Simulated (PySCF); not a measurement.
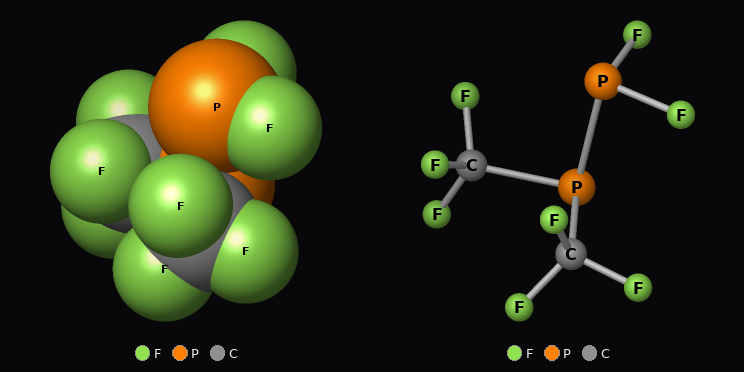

Both panels show the same species.

Description:

The molecule is C₂F₈P₂. Its SMILES string is `FP(F)P(C(F)(F)F)C(F)(F)F`. It has no ring. Among its groups: C–F bond. This geometry has C1 symmetry. Coordination: 2 P trigonal pyramidal; 2 C tetrahedral.

More results for the same structure follow; atom numbers are the same in all pictures, views and colours differ. The geometry was computed by an optimisation with PBE0-D3(BJ)/def2-SVP. No frequency run is at hand to confirm it as a minimum.

Geometry

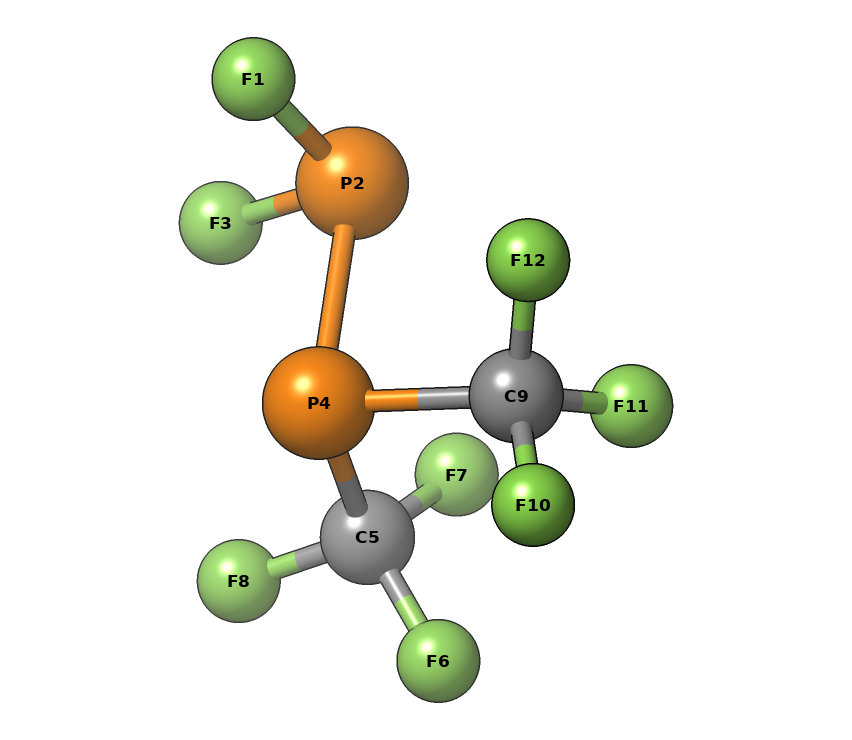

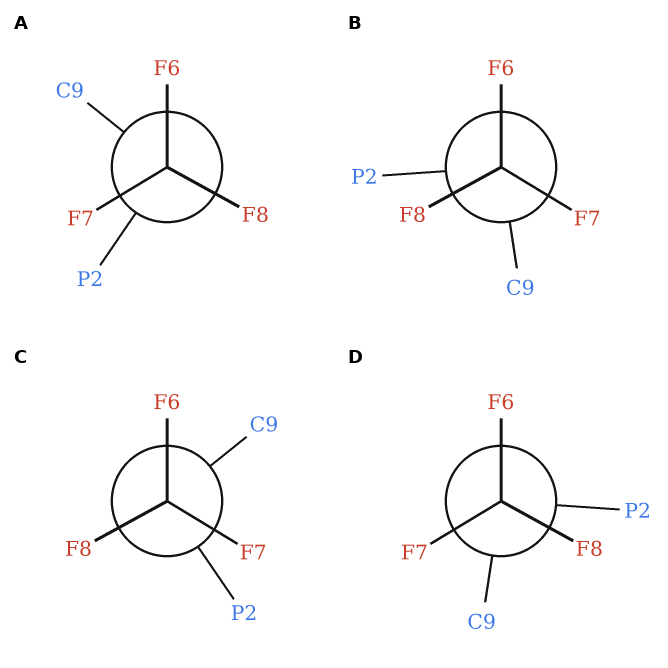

Depth is shown by fading: the farther an atom, the more it takes the colour of the background. Bonds that would overlap in a projection are set slightly apart. No frequency run is at hand to confirm it as a minimum.

Which Newman projection shows the view along C5–P4, with C5 in front?

C. The torsion angle F6–C5–P4–P2 is 146°, anticlinal.

Electronic properties

No frequency run is at hand to confirm it as a minimum. Properties computed with WP04/pcSseg-1 in chloroform (IEF-PCM) (PySCF 2.14.0).

Predict the main results.

- dipole moment: 0.74 D
- HOMO energy (Kohn–Sham orbital): −9.31 eV
- LUMO energy (Kohn–Sham orbital): −3.72 eV
- HOMO–LUMO gap: 5.59 eV

NMR shielding

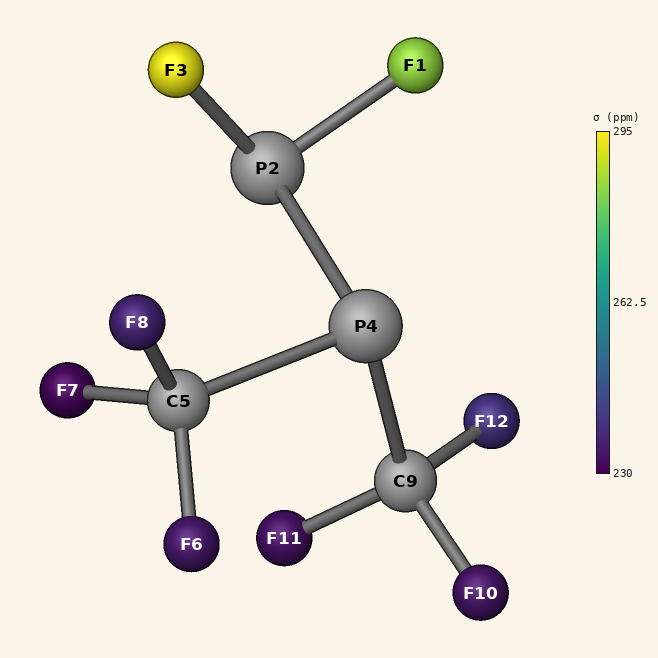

Atoms are coloured by their isotropic NMR shieldings (F only, the others grey). No frequency run is at hand to confirm it as a minimum. Method: GIAO WP04/pcSseg-1 NMR shielding, non-relativistic, IEF-PCM chloroform (PySCF 2.14.0).

Which F atom is the most shielded (lowest chemical shift)?

F3 (292.7 ppm).

Which F atom is the least shielded (highest chemical shift)?

F7 (231.2 ppm).

How wide is the range of F shifts?

61.5 ppm.

List the isotropic NMR shieldings of the F atoms.

```csv
atom,σ (ppm)
F1,284.5
F3,292.7
F6,234.4
F7,231.2
F8,236.7
F10,233.8
F11,233.2
F12,239.2
```

Bond orders

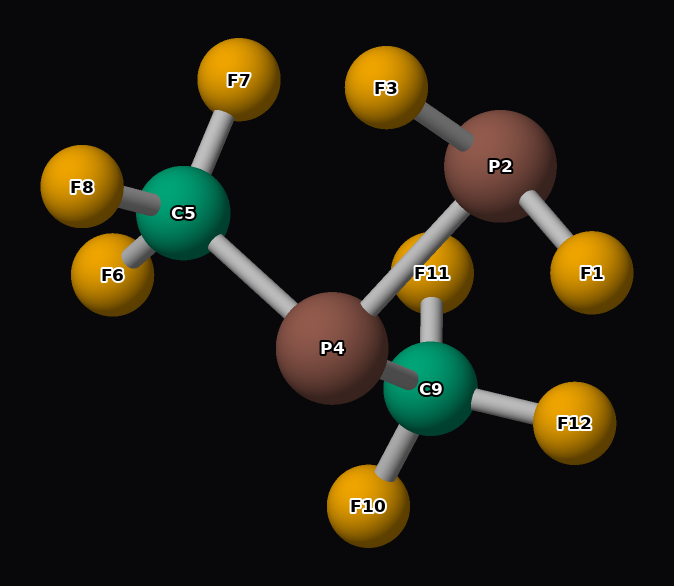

The thickness of each stick grows with its Mayer bond order. No frequency run is at hand to confirm it as a minimum. Method: PBE0/pcSseg-1 in acetone (IEF-PCM) (PySCF 2.14.0).

List the Mayer bond orders of F1–P2, P2–F3, P2–P4, P4–C5, P4–C9, C5–F6, C5–F7, C5–F8, C9–F10, C9–F11, C9–F12.

```
  bond  Mayer order  length (Å)
 F1–P2         0.91       1.607
 P2–F3         0.89       1.610
 P2–P4         0.90       2.276
 P4–C5         0.88       1.900
 P4–C9         0.88       1.898
 C5–F6         1.00       1.330
 C5–F7         0.98       1.336
 C5–F8         1.01       1.328
C9–F10         1.02       1.325
C9–F11         0.99       1.330
C9–F12         0.97       1.341
```

Charges

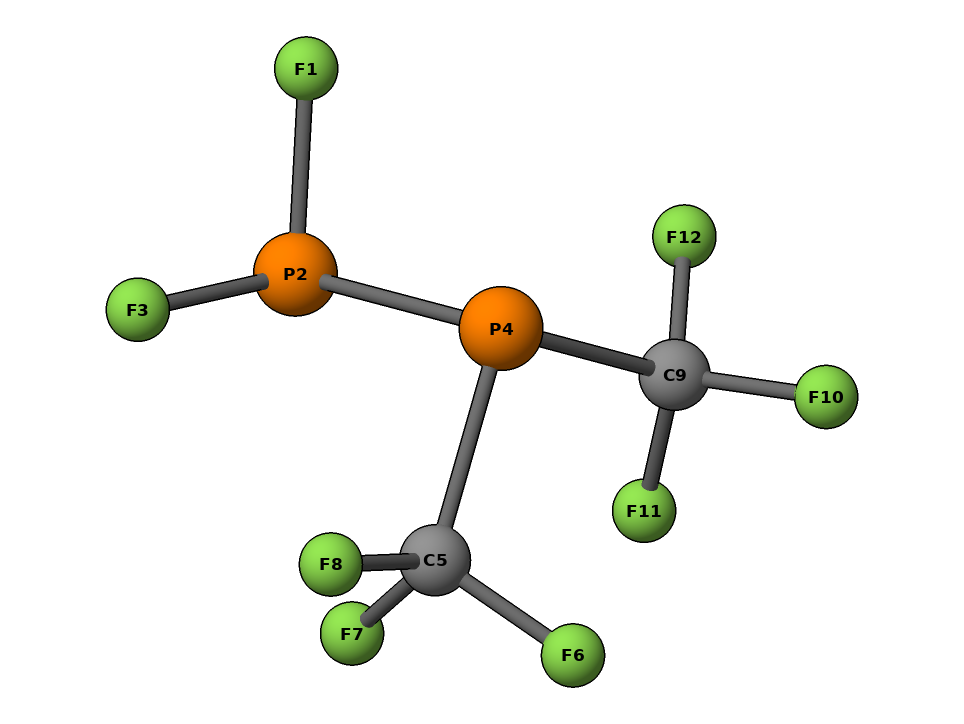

The questions are on Hirshfeld charges. No frequency run is at hand to confirm it as a minimum. Level of theory: PBE0/pcSseg-1 in acetone (IEF-PCM) (PySCF 2.14.0).

Which atom carries the highest charge (most positive or least negative)?

P2 (0.34 e).

And the lowest?

F1, F3 (−0.15 e).

List the Hirshfeld charges.

```csv
atom,value (e)
F1,−0.15
P2,0.34
F3,−0.15
P4,0.06
C5,0.21
F6,−0.09
F7,−0.09
F8,−0.09
C9,0.21
F10,−0.09
F11,−0.09
F12,−0.09
```
